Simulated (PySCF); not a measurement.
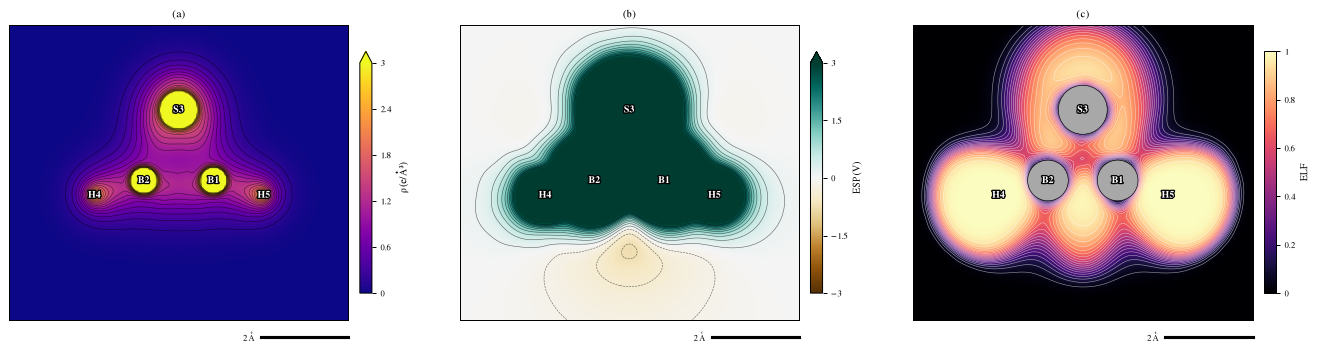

*B2H2S. (a) total electron density; (b) electrostatic potential; (c) electron localisation function on the molecular plane. Grey discs cover the atomic cores in the ELF map.*

Geometry: B3LYP-D4/def2-SVP.

Computed with PySCF, Gaussian-basis quantum chemistry of an isolated molecule with PySCF, energy and nuclear gradient, functional PBE0.

```
atom    x (Å)    y (Å)    z (Å)
   B   0.0208  -0.1844   0.9878
   B   0.6348  -0.3395  -0.4821
   S  -0.0572   1.2805  -0.0709
   H   1.1541  -0.7718  -1.4656
   H  -0.3382  -0.3948   2.1062
```

### Describe what can be read from this map.

Atoms in the plane: B, S and H. B–B (1.60 Å): the density is about 1.1 e/Å³ at the midpoint; the ELF peaks at about 0.90 between the atoms, as expected for localised, covalent bonding. B–S (1.81 Å): the density is about 1.1 e/Å³ at the midpoint; the ELF peaks at about 0.80 between the atoms (localised, covalent bonding). B–H (1.19 Å): ρ at the midpoint is about 1.3 e/Å³; the ELF climbs to about 1 towards the hydrogen, as it does in any bond to H (an ordinary covalent bond to hydrogen). The ELF also peaks beside S3, away from the bonds: lone-pair regions. Outside the dense part of the molecule the potential is most negative (−0.8 V) near H4 and H5.
